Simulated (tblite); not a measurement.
**C$_{2}$H$_{14}$AsNSi$_{3}$: geometry relaxation (part 1 of 2)**

The run: geometry relaxation of C$_{2}$H$_{14}$AsNSi$_{3}$. Method and program: GFN2-xTB geometry optimisation, gas phase (tblite 0.8.0).

It belongs to a series of runs on one base structure; here: SiH2 inserted into a Si-As bond.

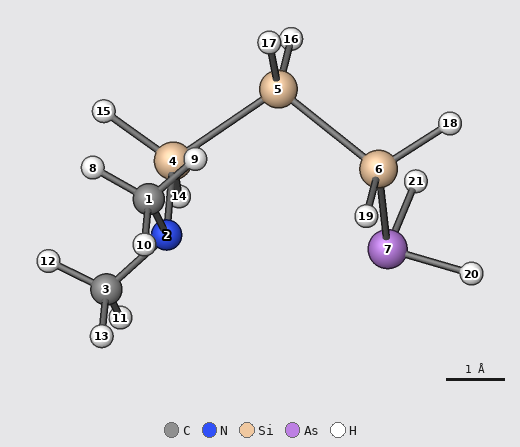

*The input geometry (ball-and-stick view, seen at a tilt; atoms are numbered from 1 in the order of the input).*

### Input
```
{"job": {"kind": "relax", "xc": "GFN2-xTB", "basis": "xTB"}, "charge": 0, "multiplicity": 1}
C     -2.291000    -0.468200    -0.446300
N     -1.364200     0.572600    -0.003800
C     -2.087000     1.726000     0.521400
Si    -0.307800    -0.089500     1.307900
Si     1.110500    -1.596100     0.469300
Si     2.087600    -0.694700    -1.330100
As     3.125800     1.292200    -0.713100
H     -2.942800    -0.814600     0.391100
H     -1.740300    -1.332800    -0.868900
H     -2.948400    -0.065900    -1.252800
H     -1.389300     2.523300     0.831000
H     -2.748300     1.451500     1.382400
H     -2.737000     2.162400    -0.274900
H      0.485500     0.993300     1.906400
H     -1.134400    -0.715700     2.362700
H      2.124400    -1.940700     1.478800
H      0.374400    -2.796600     0.061300
H      3.092200    -1.633600    -1.863500
H      1.072000    -0.412000    -2.343100
H      3.971400     1.325900    -2.020800
H      4.237700     0.530000     0.078100
```

The first line tells a small driver script what to run in tblite; the rest is the geometry in Å.

Hardware: 1 CPU thread, shared host.

Run as:
```bash
OMP_NUM_THREADS=1 python <driver script> task.json out
```

### Log
```
step      E/eV     max force
  0    -595.14097    1.715
  1    -595.26358    1.038
  2    -595.35066    0.600
  3    -595.38328    0.572
  4    -595.43959    0.499
  5    -595.48599    0.552
  6    -595.54045    0.389
  7    -595.56686    0.334
  8    -595.58756    0.388
  9    -595.60222    0.400
 10    -595.61663    0.369
 11    -595.63101    0.313
 12    -595.64155    0.234
 13    -595.64825    0.176
 14    -595.65337    0.180
 15    -595.65775    0.181
 16    -595.66169    0.150
 17    -595.66556    0.136
 18    -595.66974    0.189
 19    -595.67407    0.219
 20    -595.67804    0.201
 21    -595.68167    0.186
 22    -595.68524    0.131
 23    -595.68839    0.130
 24    -595.69078    0.114
 25    -595.69249    0.093
 26    -595.69380    0.084
 27    -595.69524    0.112
 28    -595.69698    0.103
 29    -595.69879    0.097
 30    -595.70041    0.101
 31    -595.70180    0.093
 32    -595.70307    0.087
 33    -595.70432    0.077
 34    -595.70564    0.081
 35    -595.70710    0.086
 36    -595.70871    0.085
 37    -595.71045    0.089
 38    -595.71239    0.105
 39    -595.71457    0.117
 40    -595.71664    0.105
 41    -595.71825    0.081
 42    -595.71947    0.072
 43    -595.72041    0.070
 44    -595.72114    0.098
 45    -595.72202    0.093
 46    -595.72296    0.052
 47    -595.72419    0.100
 48    -595.72509    0.104
 49    -595.72620    0.090
 50    -595.72674    0.056
 51    -595.72704    0.043
 52    -595.72729    0.046
 53    -595.72757    0.043
 54    -595.72778    0.036
 55    -595.72791    0.025
 56    -595.72800    0.028
 57    -595.72810    0.028
 58    -595.72825    0.029
 59    -595.72835    0.023
 60    -595.72845    0.020
 61    -595.72853    0.026
 62    -595.72864    0.027
 63    -595.72877    0.032
 64    -595.72891    0.027
 65    -595.72901    0.023
 66    -595.72910    0.022
 67    -595.72922    0.030
 68    -595.72941    0.043
 69    -595.72966    0.042
 70    -595.72991    0.038
 71    -595.73009    0.031
 72    -595.73023    0.035
 73    -595.73040    0.044
 74    -595.73064    0.043
 75    -595.73091    0.039
 76    -595.73114    0.036
 77    -595.73134    0.036
 78    -595.73160    0.038
 79    -595.73196    0.051
 80    -595.73243    0.059
 81    -595.73292    0.051
 82    -595.73339    0.045
 83    -595.73384    0.050
 84    -595.73428    0.051
 85    -595.73470    0.051
 86    -595.73509    0.037
 87    -595.73545    0.051
 88    -595.73573    0.067
 89    -595.73608    0.057
 90    -595.73641    0.047
 91    -595.73676    0.044
 92    -595.73719    0.052
 93    -595.73777    0.065
 94    -595.73841    0.090
 95    -595.73933    0.088
 96    -595.74031    0.058
 97    -595.74107    0.045
 98    -595.74146    0.042
 99    -595.74167    0.074
100    -595.74194    0.045
101    -595.74229    0.045
102    -595.74311    0.056
103    -595.74356    0.072
104    -595.74422    0.080
105    -595.74489    0.072
106    -595.74585    0.064
107    -595.74674    0.052
108    -595.74718    0.063
109    -595.74768    0.064
110    -595.74808    0.057
111    -595.74889    0.046
112    -595.74929    0.067
113    -595.75040    0.082
114    -595.75147    0.072
115    -595.75216    0.096
116    -595.75274    0.125
117    -595.75350    0.059
118    -595.75410    0.056
119    -595.75566    0.105
120    -595.75741    0.127
121    -595.75937    0.194
122    -595.76107    0.118
123    -595.76378    0.110
124    -595.76607    0.095
125    -595.76817    0.082
126    -595.77107    0.119
127    -595.77382    0.135
128    -595.77568    0.121
129    -595.77752    0.110
130    -595.77964    0.115
131    -595.78345    0.114
132    -595.78660    0.101
133    -595.79048    0.105
134    -595.79351    0.142
135    -595.79637    0.125
136    -595.79907    0.122
137    -595.80222    0.151
138    -595.80498    0.146
139    -595.80769    0.115
140    -595.80936    0.123
141    -595.81224    0.127
142    -595.81548    0.136
143    -595.81792    0.161
144    -595.82088    0.125
145    -595.82452    0.107
146    -595.82792    0.107
147    -595.83214    0.122
148    -595.83597    0.091
149    -595.83894    0.089
150    -595.84128    0.127
151    -595.84344    0.110
152    -595.84656    0.114
153    -595.84945    0.119
154    -595.85121    0.194
155    -595.85367    0.128
156    -595.85653    0.081
157    -595.85855    0.095
158    -595.86006    0.102
159    -595.86103    0.078
160    -595.86191    0.054
161    -595.86272    0.064
162    -595.86357    0.075
163    -595.86425    0.060
164    -595.86477    0.045
165    -595.86516    0.044
166    -595.86546    0.046
167    -595.86565    0.030
168    -595.86582    0.027
169    -595.86601    0.032
170    -595.86626    0.053
171    -595.86651    0.052
172    -595.86670    0.031
173    -595.86684    0.022
174    -595.86696    0.025
175    -595.86709    0.033
176    -595.86723    0.033
177    -595.86738    0.026
178    -595.86756    0.032
179    -595.86781    0.040
180    -595.86812    0.056
181    -595.86846    0.056
182    -595.86876    0.039
183    -595.86898    0.036
184    -595.86918    0.039
185    -595.86940    0.037
186    -595.86961    0.027
187    -595.86977    0.023
188    -595.86991    0.021
189    -595.87005    0.023
190    -595.87020    0.025
191    -595.87034    0.021
192    -595.87045    0.020
193    -595.87055    0.020
194    -595.87067    0.022
195    -595.87078    0.020
196    -595.87088    0.017
197    -595.87093    0.012
198    -595.87097    0.012
199    -595.87099    0.010
200    -595.87102    0.009
```

### Trajectory as extended XYZ (Å, eV, eV/Å), 10 of the 201 frames kept, from step=0 to step=200
```
21
Properties=species:S:1:pos:R:3:forces:R:3 step=0 energy=-595.14097
C    -2.2910   -0.4682   -0.4463   -0.2900   0.1570  -0.3610
N    -1.3642    0.5726   -0.0038    0.3190  -0.5460   1.5940
C    -2.0870    1.7260    0.5214   -0.5750   0.3040  -0.3840
Si   -0.3078   -0.0895    1.3079   -0.8170   0.6560  -0.2050
Si    1.1105   -1.5961    0.4693    0.0070  -0.9200   0.2360
Si    2.0876   -0.6947   -1.3301    0.8160   0.3100  -0.6950
As    3.1258    1.2922   -0.7131    0.5470  -0.0700  -0.1630
H    -2.9428   -0.8146    0.3911    0.2620   0.0890  -0.5480
H    -1.7403   -1.3328   -0.8689   -0.2340   0.5400   0.3560
H    -2.9484   -0.0659   -1.2528    0.3930  -0.1790   0.5080
H    -1.3893    2.5233    0.8310   -0.2340  -0.5520  -0.0760
H    -2.7483    1.4515    1.3824    0.3870   0.2690  -0.5030
H    -2.7370    2.1624   -0.2749    0.3550  -0.3450   0.4220
H     0.4855    0.9933    1.9064   -0.2680   0.1670  -0.0410
H    -1.1344   -0.7157    2.3627   -0.0440   0.2610   0.0690
H     2.1244   -1.9407    1.4788   -0.1440  -0.1490  -0.0060
H     0.3744   -2.7966    0.0613    0.1370  -0.2440   0.1600
H     3.0922   -1.6336   -1.8635   -0.0900   0.0290  -0.2460
H     1.0720   -0.4120   -2.3431    0.0270  -0.0070  -0.2400
H     3.9714    1.3259   -2.0208   -0.1700  -0.0740   0.6120
H     4.2377    0.5300    0.0781   -0.3840   0.3040  -0.4880
21
Properties=species:S:1:pos:R:3:forces:R:3 step=22 energy=-595.68524
C    -2.3070   -0.4641   -0.4281    0.0100   0.0100  -0.0080
N    -1.4720    0.4718    0.2841    0.0610  -0.0230   0.1070
C    -2.1331    1.7279    0.5379   -0.0360   0.0340  -0.0020
Si   -0.3608   -0.1294    1.4713    0.0660  -0.0330  -0.0010
Si    1.0656   -1.6348    0.4295   -0.0160  -0.0600   0.0340
Si    2.1663   -0.7297   -1.4230   -0.0470  -0.0670   0.0100
As    3.1183    1.2925   -0.7589   -0.0850   0.0740   0.0210
H    -3.1012   -0.8810    0.2048   -0.0040  -0.0090  -0.0270
H    -1.6926   -1.2800   -0.8069   -0.0350  -0.0360   0.0420
H    -2.7836    0.0325   -1.2769    0.0430   0.0080  -0.0130
H    -1.3936    2.4633    0.8455   -0.0070  -0.0120   0.0600
H    -2.9000    1.6519    1.3175   -0.0130  -0.0030   0.0220
H    -2.6203    2.0897   -0.3698    0.0440  -0.0250  -0.0620
H     0.3732    1.0779    1.8975   -0.0310  -0.0200  -0.0390
H    -1.0278   -0.6186    2.7098    0.0430   0.0290  -0.1100
H     2.0701   -2.0198    1.4506   -0.0780   0.0370  -0.0980
H     0.4325   -2.9337    0.1049    0.0430   0.1210   0.0200
H     3.1220   -1.6333   -2.0985   -0.0230   0.0150   0.0580
H     1.1980   -0.4224   -2.4968    0.0000   0.0070   0.0140
H     4.0357    1.3477   -1.9420    0.0490  -0.0030  -0.0540
H     4.2014    0.6085    0.0204    0.0180  -0.0430   0.0260
21
Properties=species:S:1:pos:R:3:forces:R:3 step=44 energy=-595.72114
C    -2.2752   -0.4702   -0.4126   -0.0070  -0.0080  -0.0010
N    -1.4761    0.4500    0.3559   -0.0590   0.0010   0.0140
C    -2.1433    1.7119    0.5534   -0.0200   0.0130   0.0120
Si   -0.3244   -0.1215    1.5062    0.0550   0.0070   0.0020
Si    1.0478   -1.6238    0.4148    0.0140   0.0500  -0.0830
Si    2.1106   -0.7003   -1.4467   -0.0240  -0.0380   0.0200
As    3.0677    1.3325   -0.8135    0.0530  -0.0290  -0.0100
H    -3.1985   -0.7549    0.1133    0.0450   0.0460  -0.0490
H    -1.7037   -1.3749   -0.6132   -0.0300   0.0140  -0.0140
H    -2.5541   -0.0109   -1.3679    0.0090  -0.0390   0.0600
H    -1.4662    2.4058    1.0454   -0.0110  -0.0100  -0.0190
H    -3.0454    1.6149    1.1723    0.0190  -0.0220  -0.0340
H    -2.4396    2.1318   -0.4134    0.0310  -0.0250   0.0380
H     0.3990    1.1145    1.8485    0.0340   0.0060   0.0310
H    -0.8941   -0.6113    2.7824   -0.0410   0.0220  -0.0120
H     2.0842   -2.0567    1.3683    0.0040   0.0050   0.0260
H     0.3841   -2.8926    0.0732   -0.0160  -0.0190  -0.0070
H     3.0954   -1.6286   -2.0317    0.0120   0.0020  -0.0400
H     1.1789   -0.4320   -2.5622    0.0030  -0.0150   0.0330
H     4.0653    1.3152   -1.9426   -0.0410  -0.0020   0.0160
H     4.0787    0.6180    0.0431   -0.0290   0.0420   0.0160
21
Properties=species:S:1:pos:R:3:forces:R:3 step=67 energy=-595.72922
C    -2.2556   -0.4675   -0.4102    0.0130   0.0030   0.0040
N    -1.4693    0.4456    0.3788   -0.0040   0.0020   0.0010
C    -2.1410    1.7057    0.5626    0.0090  -0.0020  -0.0060
Si   -0.3016   -0.1168    1.5151    0.0210  -0.0030  -0.0210
Si    1.0531   -1.6269    0.4063   -0.0060  -0.0050   0.0080
Si    2.1118   -0.7223   -1.4610    0.0020   0.0230   0.0180
As    3.0247    1.3401   -0.8490   -0.0140  -0.0200  -0.0100
H    -3.2185   -0.6895    0.0684    0.0060  -0.0070  -0.0120
H    -1.7162   -1.4011   -0.5505   -0.0090  -0.0090  -0.0010
H    -2.4605   -0.0331   -1.3937   -0.0020   0.0170   0.0060
H    -1.5019    2.3861    1.1180    0.0120  -0.0140   0.0000
H    -3.0856    1.5914    1.1091    0.0040  -0.0010  -0.0030
H    -2.3633    2.1488   -0.4122   -0.0150   0.0140  -0.0080
H     0.4459    1.1084    1.8507   -0.0010   0.0080   0.0150
H    -0.8858   -0.5880    2.7914   -0.0010   0.0010   0.0110
H     2.0786   -2.0712    1.3685   -0.0010  -0.0030  -0.0060
H     0.3644   -2.8843    0.0651    0.0100  -0.0080   0.0040
H     3.0953   -1.6253   -2.0885    0.0020   0.0010   0.0060
H     1.1462   -0.4647   -2.5475   -0.0140  -0.0010  -0.0140
H     4.0669    1.2991   -1.9323   -0.0040  -0.0040   0.0040
H     4.0035    0.6822    0.0838   -0.0080   0.0080   0.0030
```
